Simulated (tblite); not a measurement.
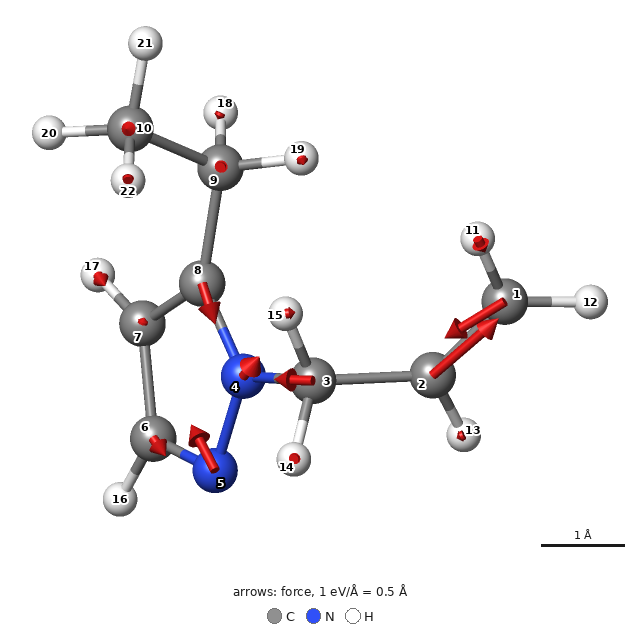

Starting geometry of C8H12N2 with the computed forces as red arrows. Style: ball-and-stick. Shown at a tilt.

Method: GFN2-xTB geometry optimisation, gas phase (tblite 0.8.0). 

### What follows when this structure is relaxed?

It isn't relaxed: the largest force vector, on C2, is 2.24 eV/Å. The final displacements have little in common with the starting forces (cosine between the two patterns 0.08). H13 moves most after the best rigid fit: 0.47 Å. By element the largest moves are H 0.47 Å, C 0.27 Å, N 0.17 Å. Among the contacts that change: C3–N4 1.477 → 1.440 Å, C1–C2 1.355 → 1.319 Å, N4–C8 1.378 → 1.354 Å, N5–C6 1.335 → 1.318 Å. Bond angles that change, for instance: N4–C3–H15 107.0° → 110.4°, C1–C2–H13 118.1° → 121.1°, C2–C3–H15 113.2° → 110.5°. The energy falls by 13.1 kJ/mol in 100 geometry steps.
